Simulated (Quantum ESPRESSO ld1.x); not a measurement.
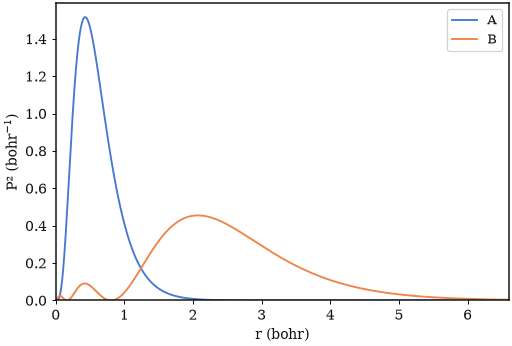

Fig. 1: The radial probability densities P² of 2p up and 3s up. A is 2p up; B is 3s up. 2p up: outer maximum at 0.430 bohr, ⟨r⟩ = 0.605 bohr, 0 nodes, eigenvalue −69.7 eV; 3s up: outer maximum at 2.08 bohr, ⟨r⟩ = 2.54 bohr, 2 nodes, eigenvalue −8.06 eV.

**Run report: Al, atomic calculation**

System: atomic aluminium (Al) in the configuration [Ne] 3s2 3p1 (high spin).
Method: non-relativistic Kohn-Sham, LDA (Slater exchange, VWN5 correlation), spin-polarised, spherical densities, point nucleus (Quantum ESPRESSO ld1.x 7.5).

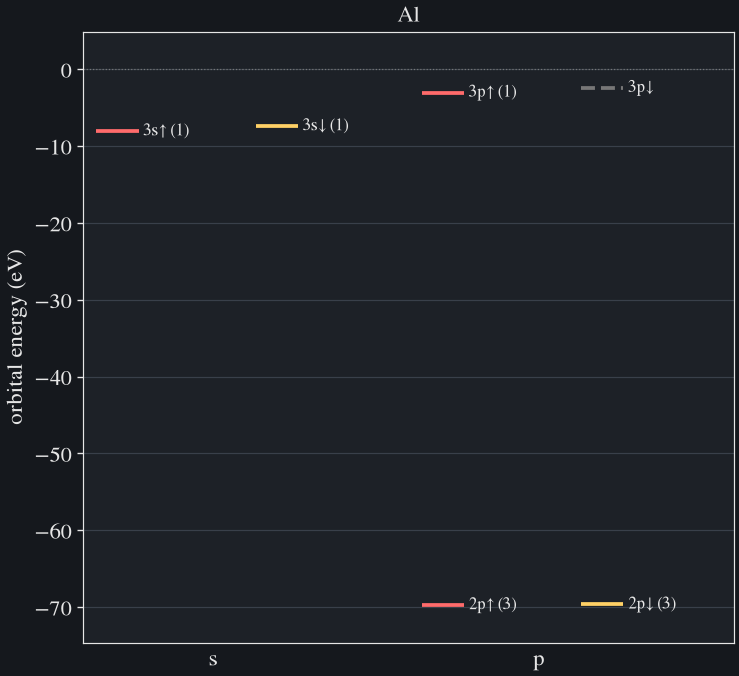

Fig. 2: The outer levels are drawn by angular momentum (occupations in brackets, up spins at the left of each column and down spins at the right, empty levels dashed). The highest occupied level is 3p up at −3.03 eV. From the top down the occupied levels run 3p up (−3.03 eV), 3s down (−7.40 eV), 3s up (−8.06 eV), 2p down (−69.6 eV), 2p up (−69.7 eV). The lowest empty level drawn is 3p down at −2.42 eV. The largest exchange splitting (down less up) among the shells drawn in both spins is that of 3s, 0.662 eV. The measured ionisation energy (NIST) is 5.99 eV; minus the highest level, 3.03 eV, lies 49 % below it, as is usual for a semilocal functional, whose potential decays too fast.

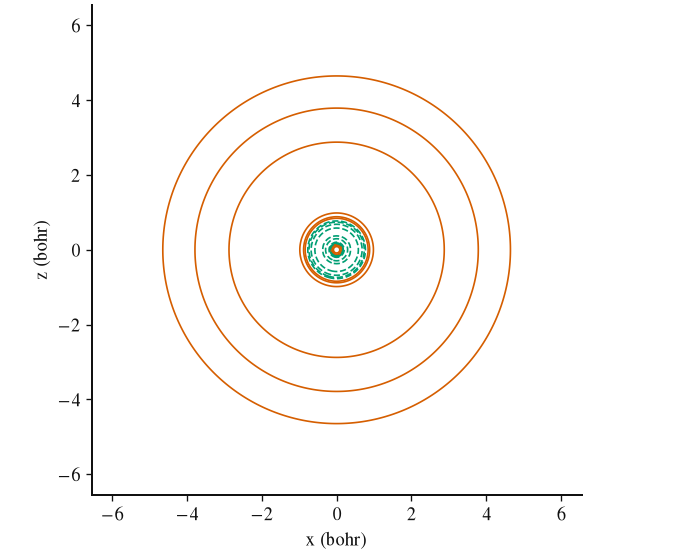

Fig. 3: The 3s orbital of down spin. The radial function comes from the spherical calculation and is multiplied by a real spherical harmonic; the overall sign is chosen so that the largest lobe of P(r) is positive. In the xz plane through the nucleus, contours of ψ are drawn, solid for positive and dashed for negative values, each about twice the one before. It has no angular node and 2 radial nodes, at r = 0.163 and 0.804 bohr. The outermost maximum of P² lies at 2.06 bohr, ⟨r⟩ = 2.54 bohr, 90 % of the charge lies within 3.92 bohr, and the eigenvalue is −7.40 eV, with 1 electron in the shell for this spin.

These pictures come from the run below.

### Input file
```
 &input
    atom='Al',
    iswitch=1,
    rel=0,
    lsd=1,
    dft='SLA-VWN',
    config='[Ne] 3s2 3p1',
    verbosity='high',
    prefix='ld1',
    max_out_wfc=37,
    file_charge='ld1.rho',
 /
```

### Output
```
     Program LD1 v.7.5 starts

     --------------------------- All-electron run ----------------------------

     atomic number is 13.00
     dft =SLA-VWN   lsd =1 sic =0 latt =0  beta=0.20 tr2=1.0E-14
     Exchange-correlation= SLA-VWN
                           (   1   2   0   0   0   0   0)
     mesh =1773 r(mesh) = 100.58978 a.u. xmin = -7.00 dx = 0.00800
     1 Ry =  13.60569312 eV

     n l     nl                  e(Ry)          e(Ha)          e(eV)
     1 0     1S 1( 1.00)    -110.307947832     -55.153973916  -1500.8160872
     2 0     2S 1( 1.00)      -7.866377675      -3.933188837   -107.0275206
     2 1     2P 1( 3.00)      -5.125422716      -2.562711358    -69.7349286
     3 0     3S 1( 1.00)      -0.592555252      -0.296277626     -8.0621249
     3 1     3P 1( 1.00)      -0.222494345      -0.111247173     -3.0271898
     1 0     1S 2( 1.00)    -110.303954820     -55.151977410  -1500.7617595
     2 0     2S 2( 1.00)      -7.861413701      -3.930706851   -106.9599823
     2 1     2P 2( 3.00)      -5.119066922      -2.559533461    -69.6484536
     3 0     3S 2( 1.00)      -0.543868247      -0.271934123     -7.3997045
     3 1     3P 2( 0.00)      -0.177686798      -0.088843399     -2.4175520

     final scf error:  5.4E-15 reached in  20 iterations

     Etot =    -482.642311 Ry,    -241.321156 Ha,   -6566.683176 eV
     Total magnetization:    1.00 Bohr mag.

     Ekin =     481.341337 Ry,     240.670669 Ha,    6548.982521 eV
     Encl =   -1154.490577 Ry,    -577.245288 Ha,  -15707.644504 eV
     Eh   =     225.411394 Ry,     112.705697 Ha,    3066.878254 eV
     Exc  =     -34.904466 Ry,     -17.452233 Ha,    -474.899447 eV

     normalization and overlap integrals

     s(1S/1S) =  1.000000  <r> =   0.1210  <r2> =    0.0197  r(max) =   0.0788
     s(1S/2S) = -0.000000
     s(1S/3S) =  0.000000
     s(2S/2S) =  1.000000  <r> =   0.6310  <r2> =    0.4779  r(max) =   0.5001
     s(2S/3S) = -0.000000
     s(2P/2P) =  1.000000  <r> =   0.6053  <r2> =    0.4665  r(max) =   0.4296
     s(2P/3P) = -0.000000
     s(3S/3S) =  1.000000  <r> =   2.5368  <r2> =    7.5238  r(max) =   2.0773
     s(3P/3P) =  1.000000  <r> =   3.3905  <r2> =   13.7919  r(max) =   2.6197
     s(1S/1S) =  1.000000  <r> =   0.1210  <r2> =    0.0197  r(max) =   0.0788
     s(1S/2S) = -0.000000
     s(1S/3S) =  0.000000
     s(2S/2S) =  1.000000  <r> =   0.6309  <r2> =    0.4775  r(max) =   0.5001
     s(2S/3S) = -0.000000
     s(2P/2P) =  1.000000  <r> =   0.6049  <r2> =    0.4657  r(max) =   0.4296
     s(2P/3P) = -0.000000
     s(3S/3S) =  1.000000  <r> =   2.5432  <r2> =    7.5883  r(max) =   2.0607
     s(3P/3P) =  1.000000  <r> =   3.5099  <r2> =   14.9631  r(max) =   2.6407

     ------------------------ End of All-electron run ------------------------
```

### Orbitals

```csv
orbital,occupation,energy (eV),⟨r⟩ (bohr),outer maximum (bohr)
1s up,1,−1500.8,0.1210,0.0788
1s down,1,−1500.8,0.1210,0.0788
2s up,1,−107.028,0.6310,0.500
2s down,1,−106.960,0.6309,0.500
2p up,3,−69.735,0.6053,0.430
2p down,3,−69.648,0.6049,0.430
3s up,1,−8.062,2.537,2.08
3s down,1,−7.400,2.543,2.06
3p up,1,−3.027,3.390,2.62
3p down,0,−2.418,3.510,2.64
```

### Summary

- outcome: converged
- total energy: −241.321156 hartree
- kinetic energy: 240.670669 hartree
- electron–nucleus energy: −577.245289 hartree
- Hartree energy: 112.705697 hartree
- exchange–correlation energy: −17.452233 hartree
- radius at density 0.001 e/bohr³: 4.55 bohr
- SCF iterations: 20
- hardware: 1 CPU thread, shared host
- wall time: 0.57 s
